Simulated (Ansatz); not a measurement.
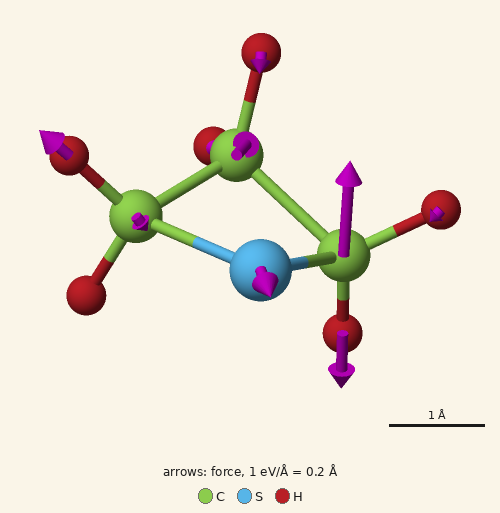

Starting geometry of C3H6S (coarse preliminary run) with the computed forces as purple arrows. A ball-and-stick model, seen at a tilt.

The start comes from a force field.

Computed with Ansatz, RKS PBE-D4/def2-SVP.

Input
```yaml
crystal:
  periodic: [false, false, false]
  atoms:
    - {symbol: C, position_ang: [-0.558500, 0.349400, -0.183600]}
    - {symbol: C, position_ang: [-0.241400, -1.106800, -0.316900]}
    - {symbol: S, position_ang: [0.775200, -0.941400, 1.155800]}
    - {symbol: C, position_ang: [0.816700, 0.753900, 0.473900]}
    - {symbol: H, position_ang: [-0.786000, 0.893100, -1.167100]}
    - {symbol: H, position_ang: [-1.480200, 0.598600, 0.443300]}
    - {symbol: H, position_ang: [0.352800, -1.353300, -1.216800]}
    - {symbol: H, position_ang: [-1.045400, -1.773300, -0.233500]}
    - {symbol: H, position_ang: [0.694700, 1.570600, 1.251700]}
    - {symbol: H, position_ang: [1.555400, 0.958100, -0.203900]}
basis:
  gaussian: {orbitals: def2-SVP}
hamiltonian: {xc: pbe, dispersion: d4}
relax: {f_tol: 0.03, max_steps: 200}
```

Launched with:
```bash
ansatz run in.yaml --threads 2 --pin off --events-out ev --progress --plain --max-ram 4352MiB
```

### Is this structure relaxed? If not, where do the atoms go?

It isn't relaxed: the largest force vector, on C4, is 5.41 eV/Å. The final displacements follow the starting forces only in part (cosine between the two patterns 0.31). After 5 geometry steps the energy has fallen by 52.3 kJ/mol. Largest force component: 4.5 eV/Å at the start, 0.0044 eV/Å at the end. The largest move after the best rigid fit is that of S3, 0.22 Å. By element the largest moves are S 0.22 Å, H 0.16 Å, C 0.09 Å. Among the contacts that change: C4–H10 1.023 → 1.110 Å, C2–S3 1.797 → 1.858 Å, C2–H8 1.048 → 1.108 Å, C1–C2 1.496 → 1.543 Å. Among the angles between lasting bonds that change: C1–C4–S3 84.1° → 91.3°, H5–C1–H6 102.0° → 108.1°, S3–C4–H10 116.7° → 111.0°.
